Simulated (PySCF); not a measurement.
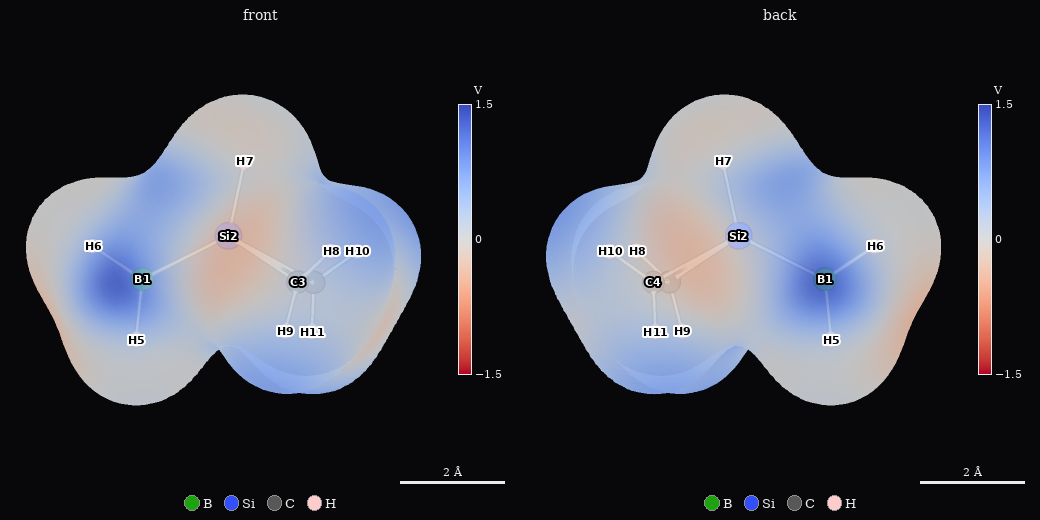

*C2H7BSi (SMILES B[SiH]1CC1). The electrostatic potential painted on the density surface at 0.002 e/bohr³, seen from the front and from behind; the colour scale runs from red (negative) to blue (positive).*

Geometry: GFN2-xTB.

All numbers below come from B3LYP/def2-SVPD, SCF density, gas phase (PySCF 2.14.0).

Input file:

```
{"job": {"kind": "uv", "xc": "B3LYP", "basis": "def2-SVPD", "nstates": 8, "ntriplets": 3}, "charge": 0, "multiplicity": 1}
B      2.112943    -0.140722    -0.035199
Si     0.374141     0.020785     0.715224
C     -1.058355     0.801685    -0.302358
C     -1.156246    -0.685946    -0.209655
H      2.289766    -0.228855    -1.189808
H      3.060271    -0.157185     0.654751
H     -0.005358     0.131188     2.130556
H     -1.806350     1.372153     0.226652
H     -0.837284     1.216280    -1.274336
H     -1.968758    -1.083290     0.378974
H     -0.999347    -1.243422    -1.120763
```

Run with:

```sh
OMP_NUM_THREADS=1 python probes_run.py task.json out
```

Q: Where is the surface potential most negative and most positive?

A: The most negative region (about −0.4 V) lies over C3 and C4, the most positive (about +1.2 V) over B1.
